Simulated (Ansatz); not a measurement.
# C$_{2}$H$_{3}$B: single-point calculation

C$_{2}$H$_{3}$B, computed with RKS PBE0-D4/def2-TZVPP (Ansatz 0.2.0).

The geometry comes from this level: PBE0-D4/def2-TZVP.

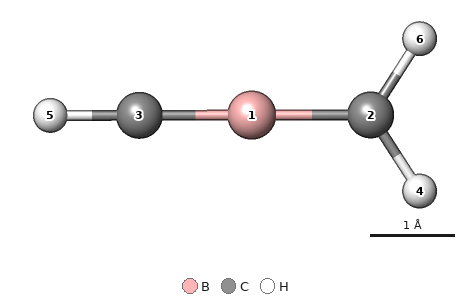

The input geometry (ball-and-stick view, seen on its broad side; atoms are numbered from 1 in the order of the input). Bond lengths as drawn: B–C 1.35 to 1.43 Å and C–H 1.07 to 1.09 Å.

## The input
```yaml
crystal:
  periodic: [false, false, false]
  atoms:
    - {symbol: B, position_ang: [0.066408, -0.392740, -0.210425]}
    - {symbol: C, position_ang: [-0.023484, -1.816001, -0.111325]}
    - {symbol: C, position_ang: [0.150897, 0.950265, -0.305153]}
    - {symbol: H, position_ang: [-0.772861, -2.395645, -0.643099]}
    - {symbol: H, position_ang: [0.218995, 2.015692, -0.379601]}
    - {symbol: H, position_ang: [0.651939, -2.406140, 0.501754]}
basis:
  gaussian: {orbitals: def2-TZVPP}
hamiltonian: {xc: pbe0, dispersion: d4}
output: {orbitals: {seedname: orbitals}}
```

Hardware: 2 threads of Intel Xeon @ 2.50GHz, 11 GiB of memory available, shared host.

Launched with:
```bash
ansatz run in.yaml --threads 2 --pin off --events-out ev --progress --plain --max-ram 4352MiB
```

## What the program printed
```
Functional definition: PBE0
  name "PBE0"
  cite "Adamo & Barone, J. Chem. Phys. 110, 6158 (1999) doi:10.1063/1.478522"
  cite "Perdew, Burke & Ernzerhof, Phys. Rev. Lett. 77, 3865 (1996) doi:10.1103/PhysRevLett.77.3865"
  parent pbe
  parameter a = 0.25
  parameter kappa = 0.804
  parameter beta = 0.06672455060314922
  exchange = (1 - a)*pbe_x(kappa = kappa, mu = beta*pi^2/3) + a*exact_x
  correlation = pbe_c(beta = beta)
706 factors; their error is unknown
mean field evaluation 1: about -2787.5234 eV, gradient 4.1e1 eV
mean field evaluation 2: about -2787.7859 eV, gradient 3.8e1 eV
mean field evaluation 4: about -2791.9843 eV, gradient 3.1e0 eV
mean field evaluation 8: about -2792.0096 eV, gradient 2.2e-2 eV
mean field -2792.00752423 eV, -102.6043840249 hartree, gradient 7.2e-5 eV, S^2 0.000000; 0 other end points of the search recorded, 0 dependent functions left out
reference -2792.00754966 eV, -102.6043849594 hartree; 10, 10 occupied and 125, 125 virtual orbitals, 706 factors
Total energy: -2792.07027633 eV, -102.6066901219 hartree
```

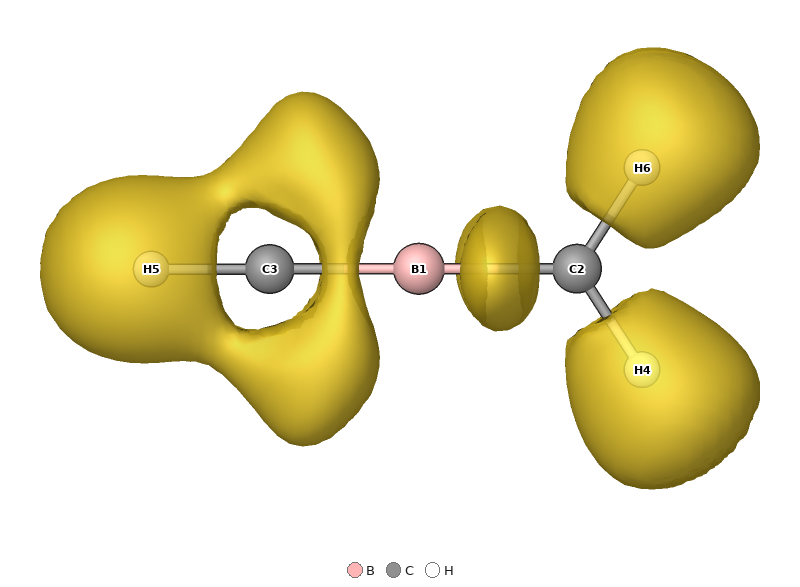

Isosurface of the electron localisation function at 0.8 (yellow), seen face on. Core shells and regions of very low density are left out. Values along the shortest contacts:

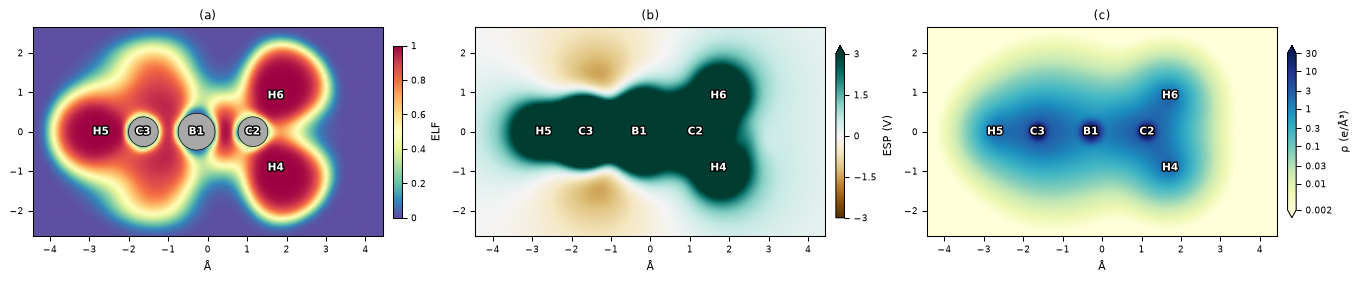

(a) ELF; (b) molecular electrostatic potential; (c) electron density on the molecular plane. Grey discs, where drawn, cover atomic cores. The section cuts through B, C and H sites. C–B (1.35 Å): ρ is about 1.9 e/Å³ halfway; the ELF peaks at about 0.90 between the atoms (localised, shared-pair bonding). C–B (1.43 Å): ρ at the midpoint is about 1.8 e/Å³; the ELF peaks at about 1 between the atoms (a covalent bond).

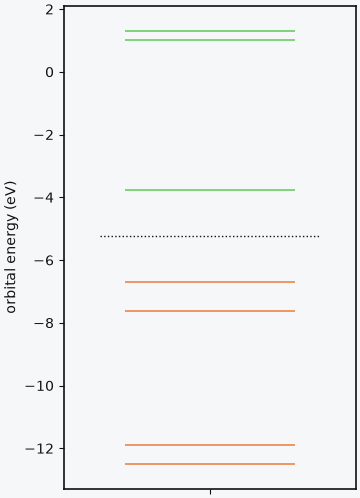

Orbital energies near the frontier; the dotted line parts filled from empty levels, and levels within 0.02 eV of each other stand side by side. Highest filled −6.69 eV, lowest empty −3.78 eV, 2.91 eV apart.

## Summary

- outcome: converged
- total energy: −2792.0703 eV
- mean-field energy: −2792.0075 eV
- dispersion energy: −0.0627 eV
- SCF solution under orbital rotations: stable
- HOMO: −6.69 eV
- LUMO: −3.78 eV
- wall time: 1.8 s (CPU time 3.1 s)
- peak memory: 0.19 GiB
